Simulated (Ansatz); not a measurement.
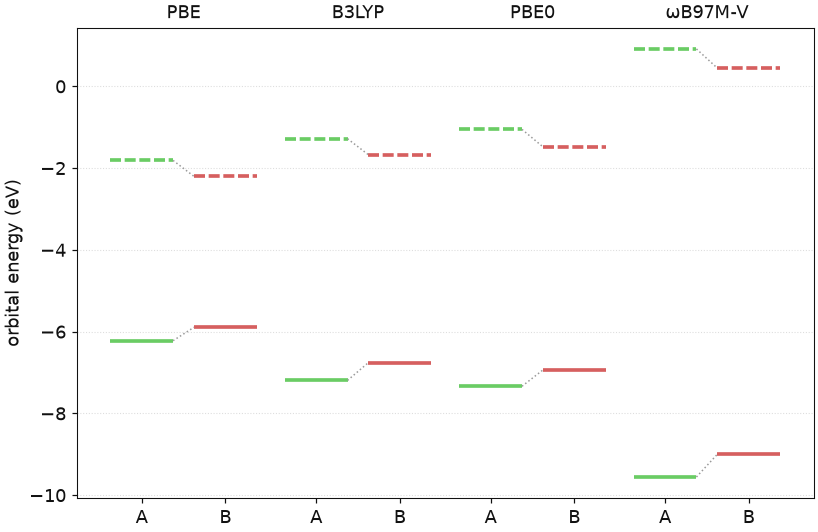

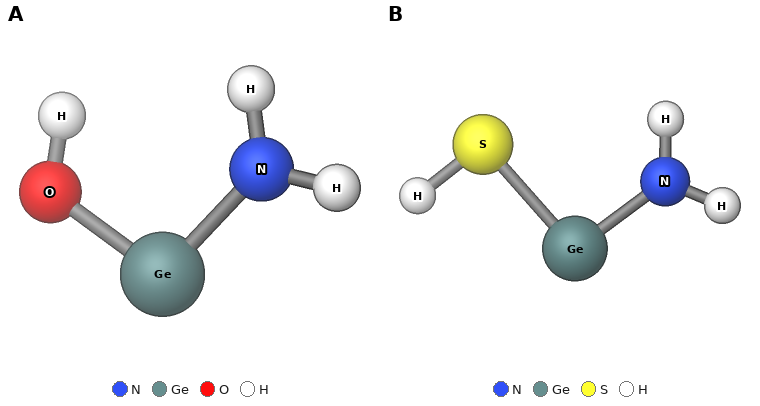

One change: A, GeNH₃O (SMILES [NH2][Ge][OH]), becomes B, GeNH₃S (SMILES [NH2][Ge][SH]). OH on Ge is replaced by SH. HOMO (solid) and LUMO (dashed) computed in def2-TZVPP at PBE0-D4/def2-TZVP geometries, both minima by their frequencies, gas phase, the Ansatz code 0.2.0. Empty levels above zero depend strongly on the basis.

Question: What does the change do to HOMO and LUMO?

Answer: PBE: the HOMO rises by 0.33 eV, the LUMO falls by 0.39 eV, and the separation goes from 4.41 to 3.69 eV. B3LYP: the HOMO rises by 0.44 eV, the LUMO falls by 0.39 eV, and the separation goes from 5.91 to 5.08 eV. PBE0: the HOMO rises by 0.40 eV, the LUMO falls by 0.43 eV, and the separation goes from 6.28 to 5.46 eV. ωB97M-V: the HOMO rises by 0.56 eV, the LUMO falls by 0.47 eV, and the separation goes from 10.47 to 9.44 eV.

Question: Do the functionals agree on the effect?

Answer: They agree on the direction for both levels; the HOMO shift lies between 0.33 and 0.56 eV and the LUMO shift between −0.47 and −0.39 eV, while the separations themselves differ by up to 6.1 eV between functionals.
